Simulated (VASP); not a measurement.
Band structure of In2O3 (space group Ia-3). These are revPBE GGA, VASP's PBE PAW potentials (set 64) (plane waves; VASP) values and carry that method's errors.

Unless said otherwise, spin-orbit coupling is left out, though it shifts the bands of the heavy elements here.

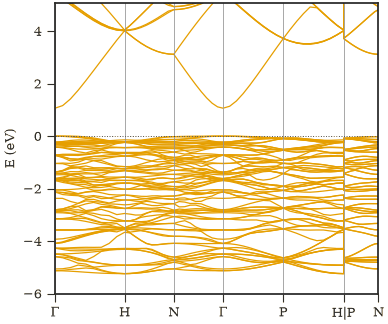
Fig. 1. Bands along high-symmetry lines, zero at the valence-band maximum or, without a gap, the Fermi level

Task: Read the plot: is there a gap, and where are the band edges?

Result: The gap is indirect, 1.06 eV, from the valence maximum at Γ-H at 0.22 to the conduction minimum at Γ.

The structure was generated: In2O3 was put into an ordered model structure, a phase also known from measurement. The cell was not relaxed at this level. The run is one of a series of settings (NBANDS = 188 against the base run), some of them coarse on purpose.
